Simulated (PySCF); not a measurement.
**CH2ClF: density, localisation and related maps**

Input

```
{"job": {"kind": "nmr", "xc": "PBE0", "basis": "pcSseg-1"}, "charge": 0, "multiplicity": 1}
F     -0.764182     1.099656    -0.125307
C     -0.109960    -0.073717     0.008260
Cl     1.644276     0.197935    -0.062884
H     -0.361675    -0.497081     0.984417
H     -0.399836    -0.723940    -0.821671
```

Run with:

```sh
OMP_NUM_THREADS=1 python probes_run.py task.json out
```

Geometry: GFN2-xTB.

Method: PBE0/pcSseg-1, SCF density, gas phase, non-relativistic in PySCF 2.14.0.

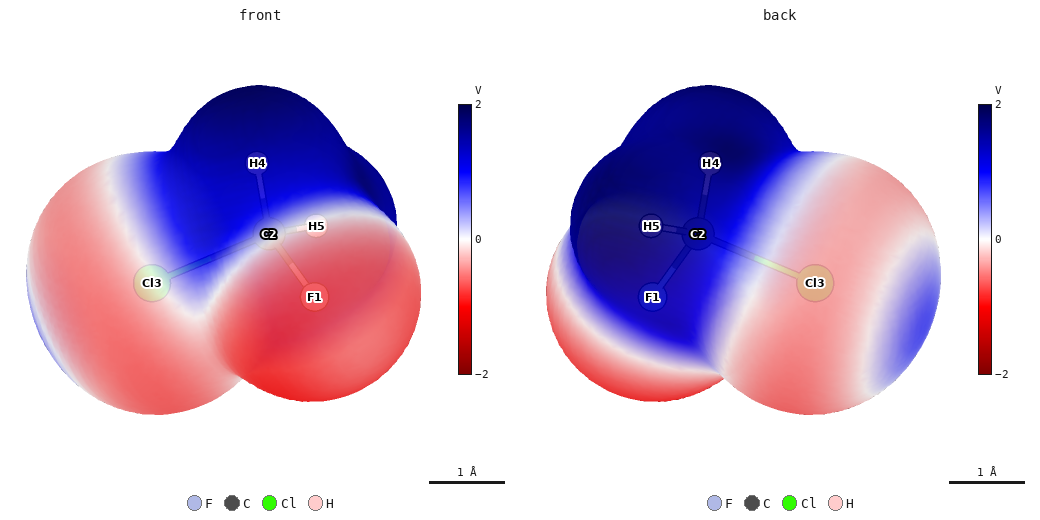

Figure 1. The electrostatic potential painted on the density surface at 0.004 e/bohr³, seen from the front and from behind; the colour scale runs from red (negative) to blue (positive).

Where is the surface potential most negative and most positive?

Answer. The most negative region (about −0.9 V) lies over F1, the most positive (about +1.9 V) over C2, H4 and H5. Cl3 shows a σ-hole: about +0.7 V at the tip opposite its bond, against about −0.4 V on its flanks.

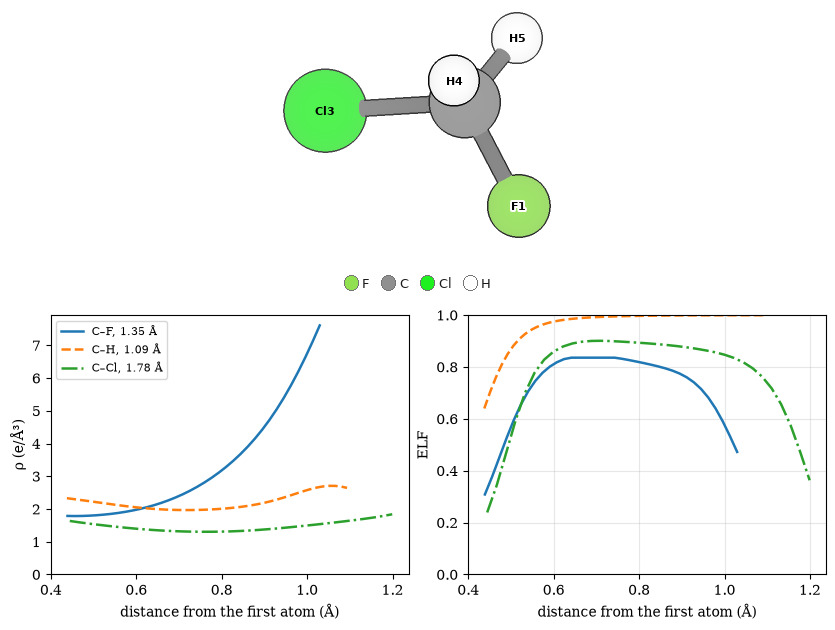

Figure 2. Total electron density and ELF along straight lines between neighbouring atoms. The curves leave out the atomic cores. The structure is drawn too.

What kind of bonding do the profiles show?

Answer. C–F (1.35 Å): the density is about 2.3 e/Å³ at the midpoint, with its minimum of 1.8 e/Å³ about 0.5 Å from C; the ELF peaks at about 0.85 between the atoms (a polar covalent bond).
C–H (1.09 Å): ρ at the midpoint is about 2.1 e/Å³; the ELF climbs to about 1 towards the hydrogen, as it does in any bond to H; a covalent bond by its length.
C–Cl (1.78 Å): the density is about 1.4 e/Å³ at the midpoint; the ELF peaks at about 0.90 between the atoms; a covalent bond.
